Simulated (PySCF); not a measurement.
System: C9H12Si.

Input file:

```
{"job": {"kind": "nmr", "xc": "PBE0", "basis": "pcSseg-1"}, "charge": 0, "multiplicity": 1}
C      1.903622     0.358441     1.332779
C      1.871431    -0.896483     0.474564
Si     3.435755    -1.356410    -0.570077
C      2.055783    -0.997010    -1.793933
C      1.138900    -0.716092    -0.843887
C     -0.200307    -0.335015    -0.955113
C     -1.361923    -0.008143    -1.007828
C     -2.729864     0.386263    -1.059371
C     -3.122414     1.738143    -0.515275
C     -3.505410     0.501778     0.229004
H      0.897225     0.640812     1.644042
H      2.505502     0.196514     2.225457
H      2.332132     1.189698     0.775433
H      1.432977    -1.711446     1.057262
H      3.910070    -2.733458    -0.435398
H      4.541204    -0.402196    -0.492380
H      1.899997    -0.984897    -2.861239
H     -3.261873     0.031515    -1.935701
H     -3.890387     2.285830    -1.040476
H     -2.341064     2.360145    -0.105291
H     -4.539857     0.192938     0.226618
H     -2.981909     0.278458     1.146529
```

Run with:

```sh
OMP_NUM_THREADS=1 python probes_run.py task.json out
```

Geometry: GFN2-xTB.

Computed with PBE0/pcSseg-1, SCF density, gas phase, non-relativistic (PySCF 2.14.0).

What will maps of the electron density and electron localisation function show?

C–C (1.21 Å): ρ is about 2.7 e/Å³ halfway; the ELF peaks at about 0.85 between the atoms: a multiple bond.
C–Si (1.88 Å): ρ is about 0.9 e/Å³ halfway; the ELF peaks at about 0.95 between the atoms (localised, covalent bonding).
C–H (1.08 Å): ρ is about 2 e/Å³ halfway; the ELF climbs to about 1 towards the hydrogen, as it does in any bond to H; an ordinary covalent bond to hydrogen.
C–C (1.35 Å): the density is about 2.2 e/Å³ at the midpoint; the ELF peaks at about 0.90 between the atoms; localised, covalent bonding.

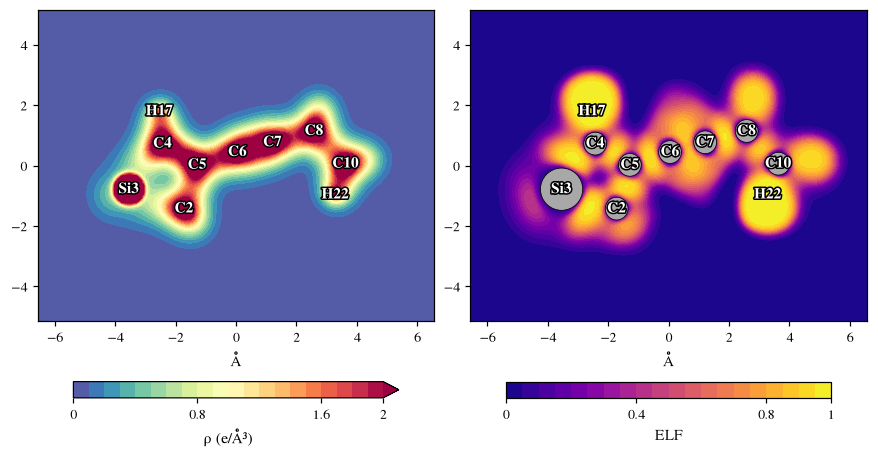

Computed electron density and electron localisation function on the plane of atoms C7, C8 and C10, in this order. Grey discs cover the atomic cores in the ELF map. 
